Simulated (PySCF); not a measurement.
**EPR calculation, with input and output: C$_{6}$H$_{4}$F$_{3}$N (charge +1)**

The run: EPR calculation of C$_{6}$H$_{4}$F$_{3}$N, charge +1, multiplicity 2. Method and program: UKS B3LYP, pcH-1 on C F H N, non-relativistic, mean-field spin-orbit, GIAO (PySCF 2.14.0).

It belongs to a series of runs on one base structure; here: electron removed.

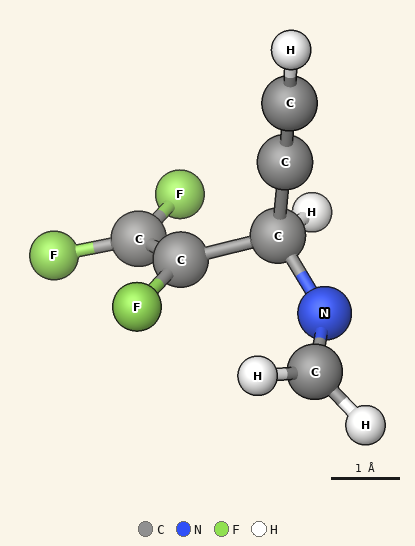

Figure 1. The structure (ball-and-stick view, seen at a tilt).

Key numbers:

| quantity | value |
| --- | --- |
| outcome | converged |
| total energy | −584.862608 hartree |
| ⟨S²⟩ | 0.757 |
| isotropic g | 2.0038 |
| hardware | 1 CPU thread, shared host |
| wall time | 1.8 min |
| peak memory | 1.1 GiB |

The input:
```
{"job": {"kind": "epr", "basis": "pcH-1"}, "charge": 1, "multiplicity": 2}
C     -0.422241     2.614148    -0.624802
C     -0.238328     1.429696    -0.644245
C      0.002718    -0.010281    -0.628788
N      1.389564    -0.271133    -0.557877
C      2.290718    -0.179568     0.273468
C     -0.716736    -0.713669     0.498310
F     -0.179896    -0.542425     1.704696
C     -1.802366    -1.496644     0.347590
F     -2.342001    -1.712898    -0.823091
F     -2.459168    -2.048822     1.319538
H     -0.628773     3.647526    -0.596189
H     -0.366546    -0.415724    -1.588021
H      3.297218    -0.486515    -0.005804
H      2.175156     0.185838     1.303048
```

The first line tells a small driver script what to run in PySCF; the rest is the geometry in Å.

Command:
```bash
OMP_NUM_THREADS=1 python <driver script> task.json out
```

What the program printed:
```
UKS, coarse grid
  cycle   1  E = -584.63140773  |g| = 7.17e-01
  cycle   2  E = -583.05591308  |g| = 1.85e+00
  cycle   3  E = -584.77683507  |g| = 3.70e-01
  cycle   4  E = -584.78141620  |g| = 4.04e-01
  cycle   5  E = -584.84909465  |g| = 1.53e-01
  cycle   6  E = -584.85620700  |g| = 1.11e-01
  cycle   7  E = -584.86080355  |g| = 5.85e-02
  cycle   8  E = -584.86230127  |g| = 2.16e-02
  cycle   9  E = -584.86254306  |g| = 7.68e-03
  cycle  10  E = -584.86257398  |g| = 3.26e-03
  cycle  11  E = -584.86258383  |g| = 1.13e-03
  cycle  12  E = -584.86258611  |g| = 6.92e-04
UKS, final grid
  cycle   1  E = -584.86260669  |g| = 1.49e-03
  cycle   2  E = -584.86259849  |g| = 4.30e-03
  cycle   3  E = -584.86260764  |g| = 6.88e-04
  cycle   4  E = -584.86260784  |g| = 8.04e-05
  cycle   5  E = -584.86260785  |g| = 1.07e-04
  cycle   6  E = -584.86260786  |g| = 3.73e-05
  cycle   7  E = -584.86260786  |g| = 1.75e-05
E = -584.86260786 Eh   <S^2> = 0.7573 (exact 0.7500)
g shifts (ppm)      1          2          3
  rmc          -237       -237       -237
  gc             12         44         12
  oz_so         386       1309       3450
  total         161       1117       3225
hyperfine (MHz)  atom isotope    a_iso     a_fc   dipolar eigenvalues
    0   13C       4.50       4.50     -2.72     -0.61      3.34
    1   13C      45.75      45.75     -3.72     -2.65      6.37
    2   13C      -4.75      -4.75     -6.65     -5.74     12.40
    3   14N      56.76      56.76    -28.97    -21.70     50.67
    4   13C     -28.48     -28.48    -15.67      2.03     13.64
    5   13C      29.74      29.74    -16.75    -13.08     29.84
    6   19F      32.75      32.75    -69.24    -65.74    134.97
    7   13C       6.97       6.97    -14.33    -12.44     26.78
    8   19F      31.15      31.15    -67.86    -61.76    129.62
    9   19F      33.52      33.52    -72.65    -68.18    140.83
   10    1H       1.12       1.12     -1.10     -0.55      1.65
   11    1H     112.25     112.25     -7.48     -4.43     11.91
   12    1H     147.69     147.69     -6.27     -4.40     10.66
   13    1H     190.84     190.84     -5.01     -1.57      6.58
```

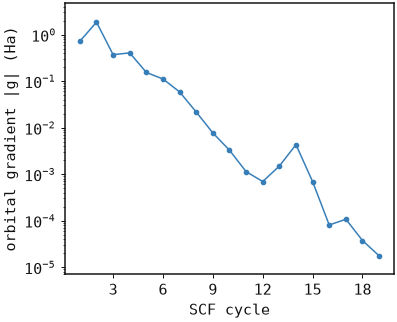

Figure 2. Convergence of the self-consistent field: orbital gradient |g| against the SCF cycle. All cycles printed in the log are drawn one after another.

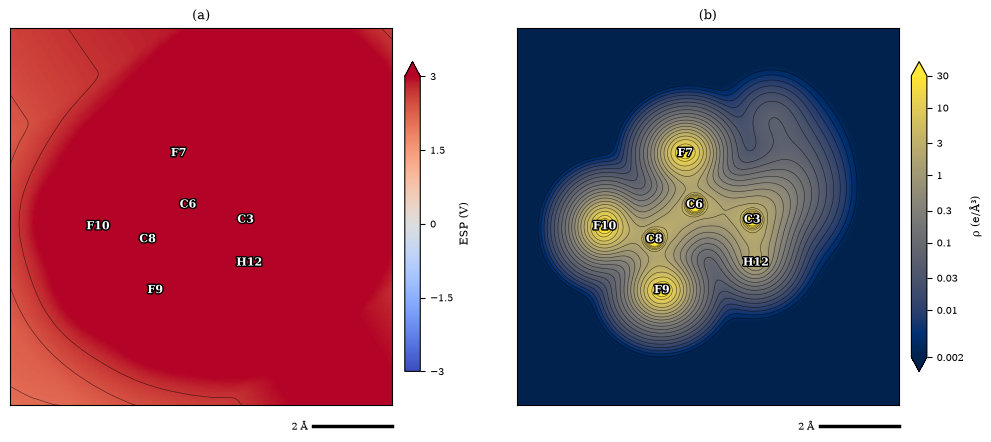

Figure 3. (a) electrostatic potential; (b) electron density on the plane of atoms C6, C8 and F10. C–F (1.30 Å): ρ at the midpoint is about 2.6 e/Å³. C–C (1.35 Å): ρ at the midpoint is about 2.3 e/Å³. The potential has no marked negative region in this plane.

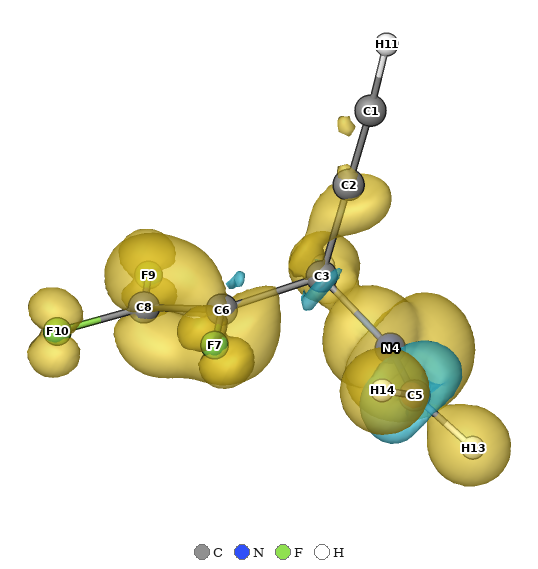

Figure 4. Isosurfaces of the spin density at +0.02 (yellow) and −0.02 e/Å³ (cyan), seen at a tilt. The unpaired spin (1 electron) lies mostly on N4 (about 0.5), C6 (about 0.1) and C8 (about 0.1), in electrons by Hirshfeld's partition.

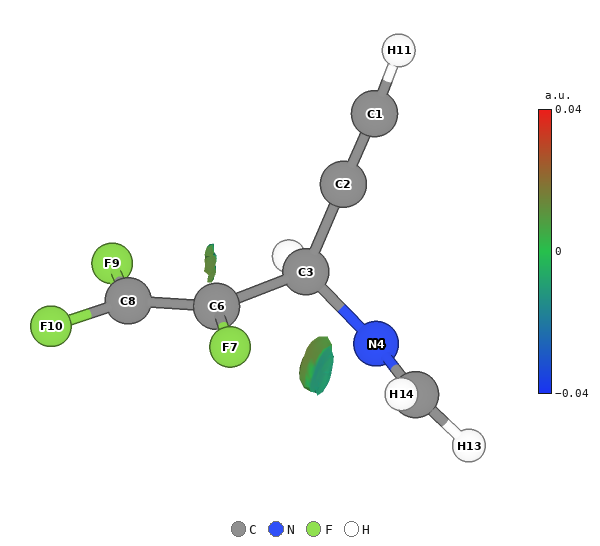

Figure 5. Non-covalent interaction (NCI) plot: the surface where the reduced density gradient is 0.5, for densities under 0.05 a.u., coloured by sign(λ₂)ρ; seen at a tilt.
